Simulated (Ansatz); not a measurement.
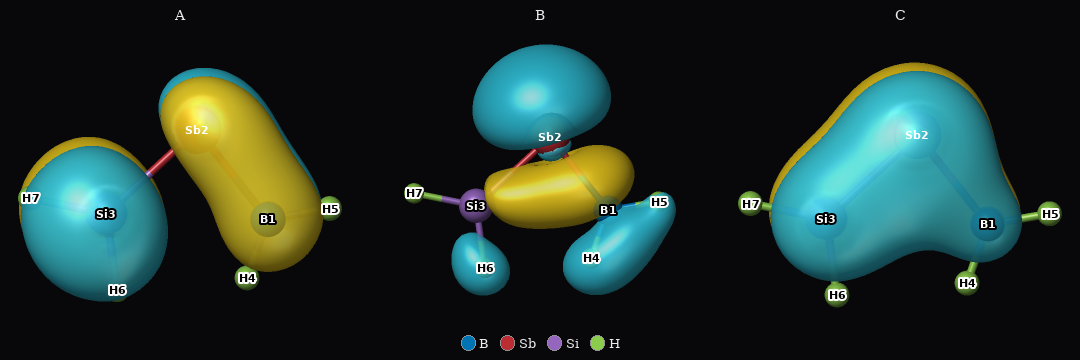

*BH4SbSi. Three frontier orbitals at ±0.08 Å⁻³ᐟ² (yellow and cyan are the two phases), in no order.*

Geometry: PBE0-D3(BJ)/def2-SVP; core potentials replace the inner electrons of Sb.

Level of theory: isolated molecule in a Gaussian basis; Kohn-Sham density functional theory, functional PBE0 in Ansatz 0.2.0.

Input file:

```
crystal:
  periodic: [false, false, false]
  atoms:
    - symbol: B
      position_ang: [-1.580982, -1.416487, 0.661268]
    - symbol: Sb
      position_ang: [-0.270665, 0.224653, -0.027554]
    - symbol: Si
      position_ang: [0.666614, -1.400047, -1.512105]
    - symbol: H
      position_ang: [-1.511804, -2.532518, 0.204011]
    - symbol: H
      position_ang: [-2.391818, -1.179461, 1.525658]
    - symbol: H
      position_ang: [0.232633, -2.826759, -1.596378]
    - symbol: H
      position_ang: [1.767534, -1.154600, -2.496903]
basis:
  gaussian: {orbitals: def2-TZVPD}
magnetization: {spin_polarized: false}
hamiltonian: {xc: pbe0}
output: {forces: true, orbitals: {seedname: orbitals}}
```

Command:

```sh
ansatz run input.yaml --threads 1 --pin off --max-ram 2610MiB --events-out events.jsonl --progress --plain --runs-dir runs
```

Which picture is the HOMO−1, the HOMO and the LUMO?

B is the HOMO−1 (−7.30 eV). By Hirshfeld shares it lies mainly on Sb2 (about 60 %), B1 (about 20 %) and Si3 (about 5 %); it is symmetric in the molecular plane (an in-plane orbital: σ, lone-pair or in-plane π type). C is the HOMO (−6.58 eV). Its weight (Hirshfeld) is mainly on Sb2 (about 55 %), Si3 (about 30 %) and B1 (about 10 %); it changes sign across the molecular plane (π type); π-bonding across Sb2–Si3. A is the LUMO (−2.89 eV). It lies mainly on Si3 (about 50 %), Sb2 (about 25 %) and B1 (about 15 %); it changes sign across the molecular plane (π type); π-bonding across B1–Sb2; π-antibonding (a node) across Sb2–Si3.

What is the HOMO–LUMO gap?

3.69 eV between the orbital energies.
